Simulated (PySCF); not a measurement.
# C₄H₁₀AlClO₂: what the fields show

| atom | x (Å) | y (Å) | z (Å) |
| --- | --- | --- | --- |
| C | -0.3874 | -1.0947 | 1.3670 |
| O | -0.2326 | -0.1454 | 0.3291 |
| C | -1.1247 | -0.3019 | -0.7476 |
| C | -2.5297 | 0.1344 | -0.3959 |
| O | -3.5246 | -0.2869 | -0.9039 |
| Al | 1.0535 | 1.2586 | 0.2435 |
| C | 2.4191 | 0.4505 | -1.0536 |
| Cl | 2.9481 | -0.4778 | 0.4015 |
| H | 0.3354 | -0.8218 | 2.1357 |
| H | -1.3985 | -1.0634 | 1.7797 |
| H | -0.1693 | -2.1019 | 1.0019 |
| H | -0.7645 | 0.3848 | -1.5275 |
| H | -1.1108 | -1.3269 | -1.1375 |
| H | -2.5404 | 0.9240 | 0.3801 |
| H | 1.2993 | 1.4105 | 1.7734 |
| H | 0.1728 | 2.3340 | -0.4569 |
| H | 3.2948 | 1.0259 | -1.3653 |
| H | 2.2505 | -0.2958 | -1.8353 |

Geometry: GFN2-xTB.

Level of theory: PBE0/pcSseg-1, SCF density, gas phase, non-relativistic in PySCF 2.14.0.

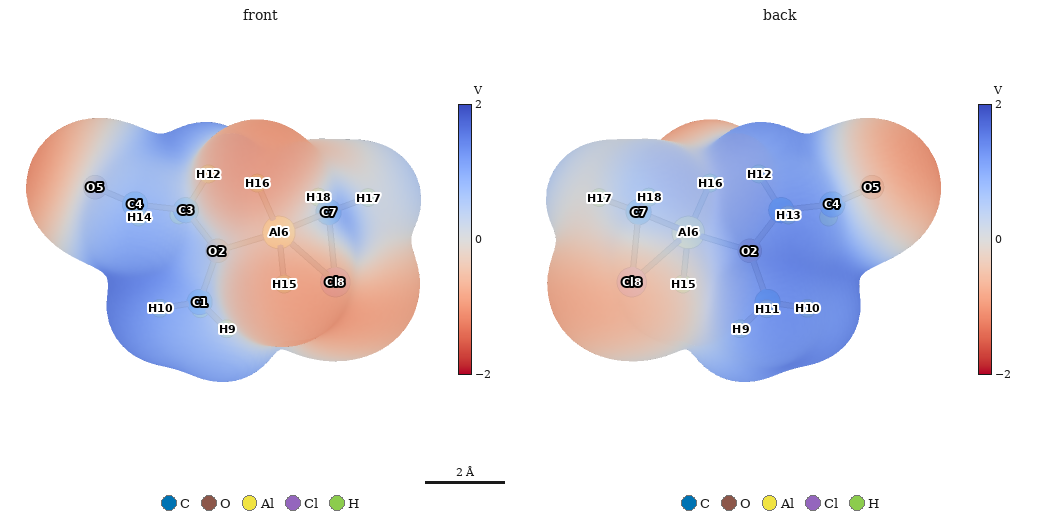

Figure 1. The electrostatic potential painted on the density surface at 0.001 e/bohr³, seen from the front and from behind; the colour scale runs from red (negative) to blue (positive).

**Which sites attract a positive test charge, and which a negative one?**

A positive charge is drawn to the negative regions and a negative charge to the positive ones. The most negative region (about −1.0 V, or −23 kcal/mol for a unit charge) lies over O5, Cl8, H15 and H16, the most positive (about +1.5 V, or +35 kcal/mol for a unit charge) over the C and H atoms.

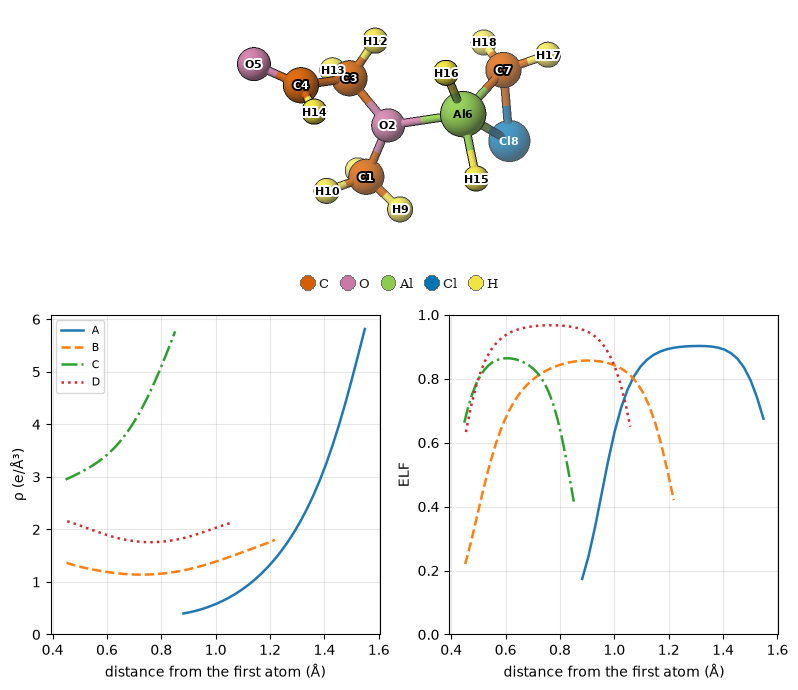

Figure 2. Total electron density and ELF along straight lines between neighbouring atoms. The curves leave out the atomic cores. The structure is drawn too.

**Which curve belongs to which contact (Al–O, C–C, C–Cl and C–O)? The first atom named is at distance zero.**

Curve A: Al–O (1.91 Å): the density is about 0.49 e/Å³ at the midpoint; the ELF peaks at about 0.90 in the valence shell of O, 0.6 Å from its nucleus, and is about 0.45 at the midpoint. Curve B: C–Cl (1.81 Å): ρ at the midpoint is about 1.2 e/Å³; the ELF peaks at about 0.85 between the atoms (localised, covalent bonding). Curve C: C–O (1.19 Å): ρ is about 3.4 e/Å³ halfway; the ELF peaks at about 0.85 between the atoms: a multiple bond. Curve D: C–C (1.51 Å): ρ at the midpoint is about 1.8 e/Å³; the ELF peaks at about 0.95 between the atoms; a shared electron pair.
